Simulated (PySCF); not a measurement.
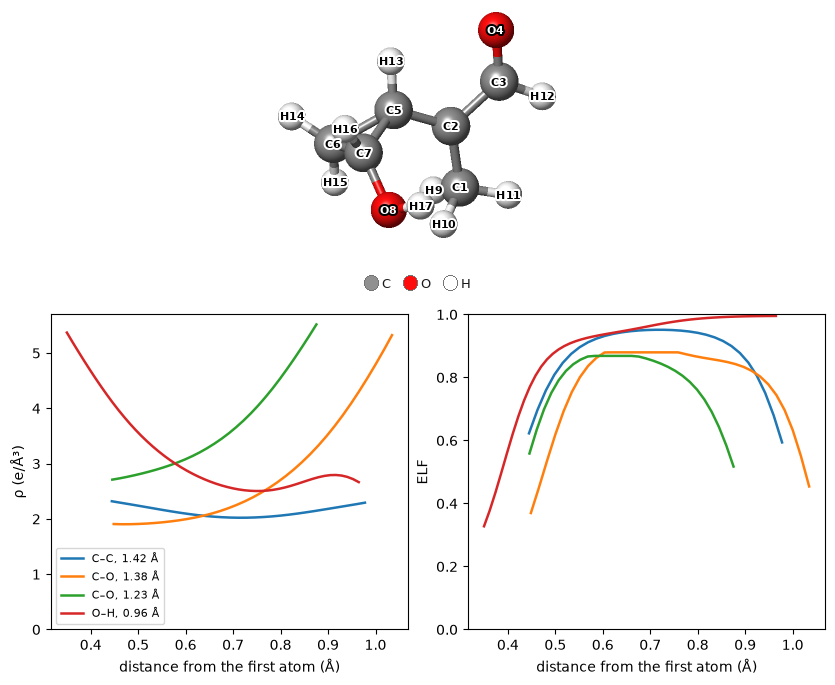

Figure 1: C6H9O2 (doublet). Total electron density and ELF along straight lines between neighbouring atoms. The curves leave out the atomic cores. The structure is drawn too.

Geometry: GFN2-xTB.

Method: UKS B3LYP, pcH-1 on C H O, non-relativistic, mean-field spin-orbit, GIAO (PySCF).

```xyz
17

C    -1.2136    1.0910   -0.5492
C    -0.9135   -0.1900    0.1354
C    -1.8846   -0.8219    0.9601
O    -1.7180   -1.8734    1.5737
C     0.3757   -0.8297    0.0074
C     1.3538   -0.5095   -1.1040
C     1.6954   -0.0522    0.2625
O     1.6704    1.3020    0.5250
H    -1.3270    0.9314   -1.6244
H    -0.3939    1.7979   -0.4135
H    -2.1363    1.5252   -0.1717
H    -2.8511   -0.2875    1.0286
H     0.3810   -1.8396    0.4020
H     1.9108   -1.3289   -1.5302
H     1.0632    0.2526   -1.8089
H     2.4407   -0.6059    0.8282
H     1.5402    1.4506    1.4692
```

What kind of bonding do the profiles show?

Answer. C–C (1.42 Å): the density is about 2 e/Å³ at the midpoint; the ELF peaks at about 0.95 between the atoms (localised, covalent bonding).
C–O (1.38 Å): ρ at the midpoint is about 2.2 e/Å³, with its minimum of 1.9 e/Å³ about 0.5 Å from C; the ELF peaks at about 0.90 between the atoms; a polar covalent bond.
C–O (1.23 Å): ρ at the midpoint is about 3.1 e/Å³; the ELF peaks at about 0.85 between the atoms, as expected for a polar covalent bond.
O–H (0.96 Å): ρ is about 3.7 e/Å³ halfway; the ELF climbs to about 1 towards the hydrogen, as it does in any bond to H (a covalent bond by its length).
